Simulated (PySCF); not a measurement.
**BH₂, doublet, SMILES `[BH2]`: what the electrons do**

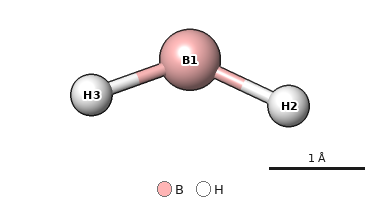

The molecule, with its atoms numbered as below. No frequency check shows the geometry to be a minimum.

Geometry (Å), atoms numbered from 1:

```
B1       0.0000    0.1443    0.0000
H2       1.0435   -0.3607    0.0000
H3      -1.0435   -0.3607    0.0000
```

## 1. Bonding charge

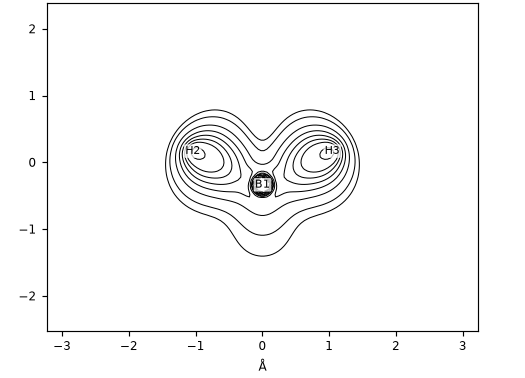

Deformation density (molecule less spherical, spin-averaged free atoms) in the molecular plane; contours at ±0.05 to ±0.8 e/Å³; solid lines: gain, dashed lines: loss.

Level of theory: B3LYP/def2-SVP (PySCF), at a geometry from GFN2-xTB. The stability of the open-shell solution wasn't checked. GFN2-xTB doesn't know the spin state, so this open-shell geometry is rough.

Q: How much density has each bond in this plane gained at its critical point, relative to the free atoms?

A: B1–H2 and B1–H3: +0.49 e/Å³ at the bond critical point (bond length 1.16 Å, Mayer order 1.0). In all, 0.8 electrons gather in the regions of gain relative to the promolecule.

Q: Where do the Hirshfeld charges lie?

A: The highest Hirshfeld charge is on B1 (+0.11 e), the lowest on H2 and H3 (−0.06 e).

## 2. Local ionisation energy

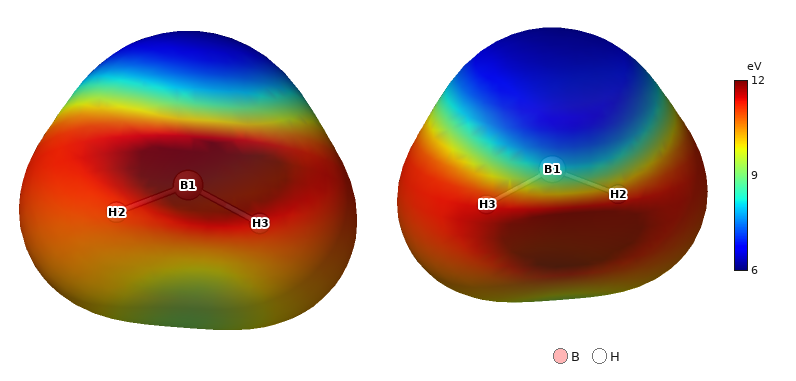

Average local ionisation energy on the surface of electron density 0.001 a.u. (back view left, front view right).

Q: Locate the minima of the map.

A: The lowest value is 6.2 eV, 2.2 Å from B1. Further minima include 9.0 eV, near H2 (1.80 Å) and H3 (1.98 Å), over B1 (2.1 Å). For comparison, the highest occupied orbital lies at −5.8 eV.

Q: What volume does the surface enclose, and what is the dipole moment?

A: About 40 Å³; the dipole moment is 0.5 D.

## 3. Spin density

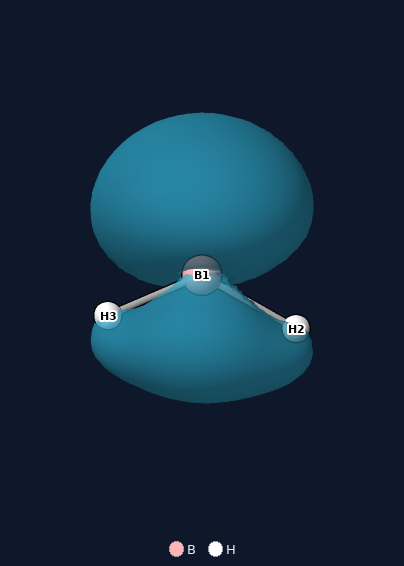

Spin density ρα − ρβ at ±0.03 e/Å³ (light blue: excess α, orange: excess β).

Q: Where is the unpaired spin?

A: Hirshfeld spin populations: B1 +0.86 and H2 and H3 +0.07. ⟨S²⟩ = 0.75, as for a pure state.

## 4. In an electric field

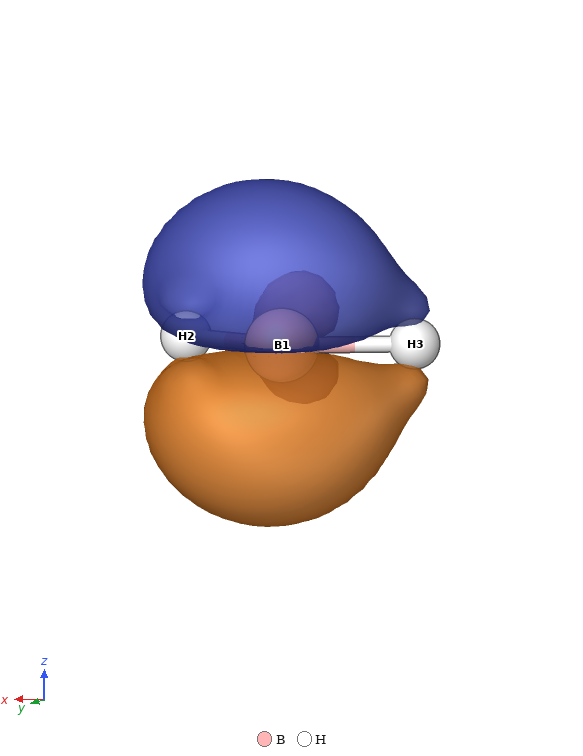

Change of the electron density in a uniform field of 0.41 V/Å, surfaces at ±0.003 e/Å³ (orange: gain, blue: loss).

Method: PBE/6-311+G**; geometry: GFN2-xTB; program: PySCF. The basis has diffuse s and p functions alone, which still leaves polarisabilities too small, most of all across bonds. The stability of the open-shell solution wasn't checked. GFN2-xTB doesn't know the spin state, so this open-shell geometry is rough.

Q: Along which Cartesian direction does the field point?

A: Along +z: electrons gather on the −z side, against the field.

Q: How large is the response?

A: The induced dipole is 0.30 D (along the field); α along this axis, from the fields in both directions, is 15 bohr³ (2.2 Å³).

Q: Which atoms gain and lose the most charge?

A: Hardly any: no atom's Hirshfeld charge changes by as much as 0.002 e. The density shifts from one side of each atom to the other; 0.046 electrons are displaced in all.

## 5. Removing or adding an electron

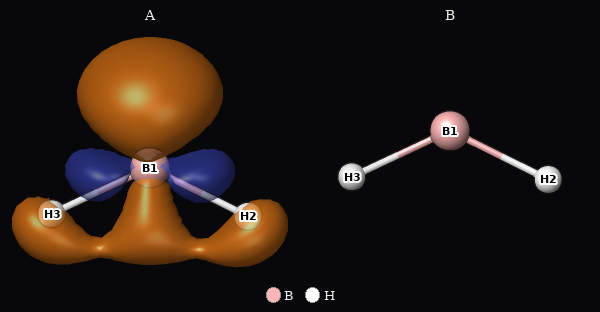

The two Fukui functions at ±0.08 e/Å³ (orange positive, blue negative).

Method: TPSSh/aug-cc-pVDZ; geometry: GFN2-xTB; program: PySCF. GFN2-xTB doesn't know the spin state, so this open-shell geometry is rough.

Q: Why do the two look alike?

A: The electron leaves from or enters the same singly occupied orbital. A is f⁻, B is f⁺. f⁻ (Hirshfeld-condensed) is largest on B1 (0.69); the vertical ionisation energy is 9.21 eV (to the singlet cation, which needn't be its lowest state). f⁺ (Hirshfeld-condensed) is largest on B1 (0.72); the vertical electron affinity is −0.17 eV (to the singlet anion, which needn't be its lowest state; negative: at this level and geometry the extra electron isn't bound, and the finite basis holds it).

The PySCF runs shown took 1.2 s, 2.4 s and 3.7 s on 1 thread of Intel(R) Xeon(R) 6975P-C (Granite Rapids), with other jobs on the host.
